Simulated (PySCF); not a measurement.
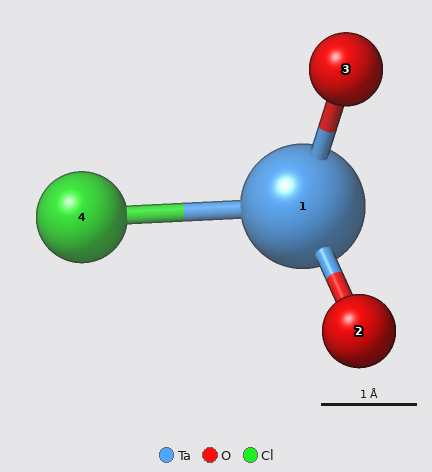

**Figure 1.** The structure as given in the input (ball-and-stick view, seen at a tilt; atoms are numbered from 1 in the order of the input). Sticks mark near contacts.

# Run report: TaO$_{2}$Cl, frequency calculation

- system: TaO$_{2}$Cl
- method: RKS-based PBE, Ta def2-SVP with ECP60, O def2-SVP, Cl def2-SVP; non-relativistic Hamiltonian with a scalar-relativistic core potential; density fitting (PySCF 2.14.0)

### The program's output
```
init E= -667.246967040349
  HOMO = -0.247829761617746  LUMO = -0.171151827292419  gap/eV = 2.08651
cycle= 1 E= -667.246967039029  delta_E= 1.32e-09  |g|= 8.11e-05  |ddm|= 6.53e-05
  HOMO = -0.247829558854684  LUMO = -0.171151724738799  gap/eV = 2.08651
cycle= 2 E= -667.246967008673  delta_E= 3.04e-08  |g|= 0.000389  |ddm|= 0.000313
  HOMO = -0.247829668148021  LUMO = -0.171151753467402  gap/eV = 2.08651
cycle= 3 E= -667.246967040409  delta_E= -3.17e-08  |g|= 8.98e-07  |ddm|= 0.000259
  HOMO = -0.247829719739796  LUMO = -0.171151798725095  gap/eV = 2.08651
cycle= 4 E= -667.246967040412  delta_E= -2.96e-12  |g|= 1.22e-07  |ddm|= 1.27e-06
  HOMO = -0.247829702551849  LUMO = -0.171151779036334  gap/eV = 2.08651
Extra cycle  E= -667.246967040408  delta_E= 4.09e-12  |g|= 2.76e-07  |ddm|= 4.15e-07
converged SCF energy = -667.246967040408
```

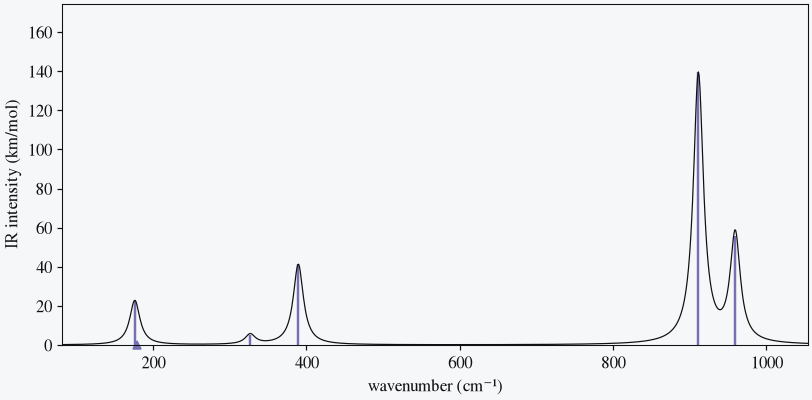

**Figure 2.** Harmonic infrared spectrum, unscaled: sticks (degenerate modes added up, dark ones marked on the axis) with a Lorentzian envelope of 16 cm⁻¹ full width, scaled to the tallest stick. 6 modes from 176 to 959 cm⁻¹, none imaginary. The strongest line is at 911 cm⁻¹ (140 km/mol). All modes, in cm⁻¹ (km/mol): 176 (23), 179 (0.5), 327 (5.2), 390 (42), 911 (140), 959 (56).

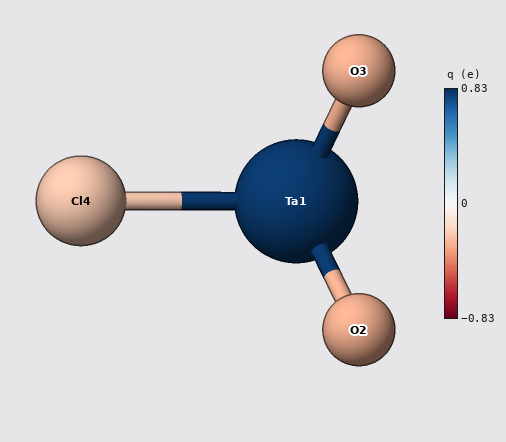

**Figure 3.** Mulliken charges, as the colour of each atom (ball-and-stick view, seen at a tilt; atoms are numbered from 1 in the order of the input). By element: Ta +0.79, O −0.29 and Cl −0.22 e.

The run was set up as follows.

### Input file
```python
from pyscf import gto, scf, dft
mol = gto.M(atom='''
Ta    -0.219219     0.000000    -0.186335
O     -0.968616     1.380347     0.575235
O     -0.968616    -1.380347     0.575235
Cl     2.024368     0.000000     0.437524''',
    basis={'Ta': 'def2-SVP', 'O': 'def2-SVP', 'Cl': 'def2-SVP'},
    ecp={'Ta': 'def2-SVP'},
    charge=0, spin=0)
mf = dft.RKS(mol, xc='PBE')
mf.grids.atom_grid = (75, 302)
aux = {'Ta': 'def2-universal-JKFIT', 'O': 'def2-universal-JKFIT', 'Cl': 'def2-universal-JKFIT'}
mf = mf.density_fit(auxbasis=aux)
mf.conv_tol = 1e-09
mf.diis_space = 10
mf.max_cycle = 60
mf.verbose = 4
mf.kernel()
```

The script is an equivalent of the set-up of the self-consistent field. The run itself was carried out by a driver, which started from the orbitals of the step before it where there was one and computed the further properties.

Launch command:
```bash
OMP_NUM_THREADS=2 python axn.py task.json out
```

### Results in brief

- outcome: converged
- total energy: −667.246967 hartree
- HOMO: −6.74 eV
- LUMO: −4.66 eV
- zero-point energy: 0.006703 hartree
- dipole moment: 5.45 D
- wavenumbers, lowest and highest: 176 and 959 cm⁻¹
- hardware: 2 threads of Arm Neoverse V1, 112 GiB of memory available, shared host
- wall time: 50 s (CPU time 87 s)
- peak memory: 0.84 GiB
